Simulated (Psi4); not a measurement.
**ZrO (SMILES [O][Zr]) at ACPF/def2-TZVPP (density fitting, core potential)**

Aim: the energy change on altering one bond length of ZrO at ACPF/def2-TZVPP (density fitting, core potential), from 2 runs. 

Program for the calculation: Psi4 1.11.

4 further runs of the same task are left out: 1 that didn't finish, 3 set aside as unsound or not needed.

### 1 Starting point

The species is ZrO (2 atoms), meant as a singlet with charge 0. SMILES: `[O][Zr]`. Geometry: the measured bond length.

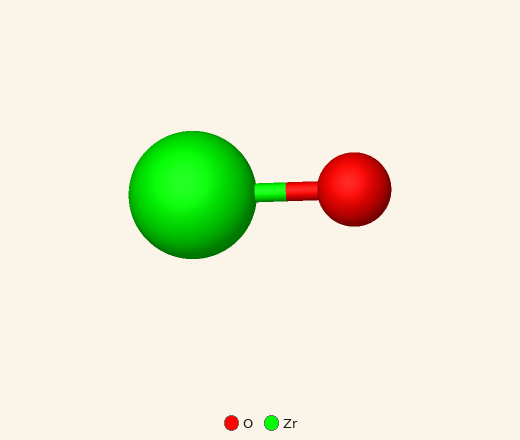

The structure, seen from a chosen angle (oxygen red, zirconium green).

### 2 The energy at ACPF/def2-TZVPP (density fitting, core potential)

Contents of job.inp:

```
memory 1.6 GB

molecule mol {
  O
  Zr 1 1.7116
  no_reorient
  no_com
}

set {
  basis           def2-TZVPP
  reference       rhf
  scf_type        disk_df
  num_frozen_docc 1
}

e_tot = energy("acpf")
```

Command:

```sh
$ psi4 job.inp job.out -n 1
```

job.out, cut to the lines that bear on the results:

```text
[...]
    !!!  WARNING: ECP capability is in beta. Please check occupations closely.  !!!
[...]
  Running in c2v symmetry.
[...]
  Nuclear repulsion =   29.680423127085774
[...]
  Multiplicity = 1
[...]
  Nalpha       = 10
  Nbeta        = 10
[...]
    Number of basis functions: 87
[...]
   @DF-RHF iter   1:  -121.06336215454115   -3.90532e-01   1.75140e-02 DIIS/ADIIS
[...]
   @DF-RHF iter  14:  -121.39207143348791   -7.83018e-12   5.06646e-09 DIIS
[...]
    Orbital Energies [Eh]
    ---------------------
    Doubly Occupied:
       1A1   -20.551163     2A1    -2.628568     3A1    -1.657535
       1B1    -1.592687     1B2    -1.592687     4A1    -1.164096
       5A1    -0.505990     2B1    -0.495228     2B2    -0.495228
       6A1    -0.247296
[...]
  @DF-RHF Final Energy:  -121.39207143348791
   => Energetics <=
    Nuclear Repulsion Energy =             29.6804231270857741
    One-Electron Energy =                -240.2840336575224853
    Two-Electron Energy =                  89.2115390969487834
    Total Energy =                       -121.3920714334879136
[...]
 Multipole Moments:
 ------------------------------------------------------------------------------------
     Multipole            Electronic (a.u.)      Nuclear  (a.u.)        Total (a.u.)
 ------------------------------------------------------------------------------------
 L = 1.  Multiply by 2.5417464519 to convert [e a0] to [Debye]
 Dipole X            :          0.0000000            0.0000000            0.0000000
 Dipole Y            :          0.0000000            0.0000000            0.0000000
 Dipole Z            :         17.2683127          -16.1050990            1.1632137
 Magnitude           :                                                    1.1632137
[...]
      * SCS-MP2 total energy:                 -121.949339247200
[...]
      * MP2 total energy:                     -121.979679525631
[...]
```

Wall time 7.2 s (1 thread of Intel Xeon 6975P-C (Granite Rapids), shared host); peak memory 0.38 GiB.

### 3 The distorted shape, same level

Contents of calc.in:

```
memory 1600 mb

molecule system {
  0 1
  O     -0.005960     0.006093    -0.042253
  Zr     0.032144    -0.044360     1.701855
  units angstrom
  no_reorient
  no_com
}

set basis def2-TZVPP
set reference rhf
set scf_type disk_df
set num_frozen_docc 1

energy_value, wavefunction = energy('acpf', return_wfn=True)
```

Command:

```sh
$ psi4 -i calc.in -o calc.out -n 1
```

calc.out, cut to the lines that bear on the results:

```text
[...]
    !!!  WARNING: ECP capability is in beta. Please check occupations closely.  !!!
[...]
  Running in c1 symmetry.
[...]
  Nuclear repulsion =   29.108097621348325
[...]
  Multiplicity = 1
[...]
  Nalpha       = 10
  Nbeta        = 10
[...]
    Number of basis functions: 87
[...]
   @DF-RHF iter   1:  -121.04996805274627   -4.14780e-01   9.63139e-03 ADIIS/DIIS
[...]
   @DF-RHF iter  14:  -121.38902571159119   -9.02389e-12   6.70596e-09 DIIS
[...]
    Orbital Energies [Eh]
    ---------------------
    Doubly Occupied:
       1A    -20.547277     2A     -2.633184     3A     -1.650612
       4A     -1.597586     5A     -1.597586     6A     -1.163965
       7A     -0.499319     8A     -0.482943     9A     -0.482943
      10A     -0.250541
[...]
  @DF-RHF Final Energy:  -121.38902571159119
   => Energetics <=
    Nuclear Repulsion Energy =             29.1080976213483247
    One-Electron Energy =                -239.1823343299958538
    Two-Electron Energy =                  88.6852109970563447
    Total Energy =                       -121.3890257115911879
[...]
 Multipole Moments:
 ------------------------------------------------------------------------------------
     Multipole            Electronic (a.u.)      Nuclear  (a.u.)        Total (a.u.)
 ------------------------------------------------------------------------------------
 L = 1.  Multiply by 2.5417464519 to convert [e a0] to [Debye]
 Dipole X            :         -0.6104554            0.6388181            0.0283627
 Dipole Y            :          0.8762701           -0.9138262           -0.0375561
 Dipole Z            :        -36.6554588           37.9537055            1.2982467
 Magnitude           :                                                    1.2990995
[...]
      * SCS-MP2 total energy:                 -121.948938361594
[...]
      * MP2 total energy:                     -121.979380492019
[...]
```

Wall time 9.3 s (1 thread of Intel Xeon 6975P-C (Granite Rapids), shared host); peak memory 0.65 GiB.

### 4 Summary of results

Level: ACPF/def2-TZVPP (density fitting, core potential), 1 core orbital frozen.

| quantity | value |
| --- | --- |
| first shape: total energy | -121.97146 Eh |
| first shape: HOMO energy (Hartree–Fock orbitals) | -6.73 eV |
| first shape: LUMO energy (Hartree–Fock orbitals) | 0.32 eV |
| first shape: HOMO–LUMO gap (Hartree–Fock orbitals) | 7.05 eV |
| first shape: correlation energy (1 core orbital frozen) | -579.4 mEh |
| distorted shape: total energy | -121.97120 Eh |
| distorted shape: HOMO energy (Hartree–Fock orbitals) | -6.82 eV |
| distorted shape: LUMO energy (Hartree–Fock orbitals) | 0.28 eV |
| distorted shape: HOMO–LUMO gap (Hartree–Fock orbitals) | 7.10 eV |
| distorted shape: correlation energy (1 core orbital frozen) | -582.2 mEh |
| energy change with the O1–Zr2 bond stretched from 1.712 to 1.745 Å | 0.007 eV |

**Reading.** With the O1–Zr2 bond stretched from 1.712 to 1.745 Å the energy rises by 0.01 eV (0.2 kcal/mol). The first shape isn't relaxed at this level, so the change isn't measured from a minimum.
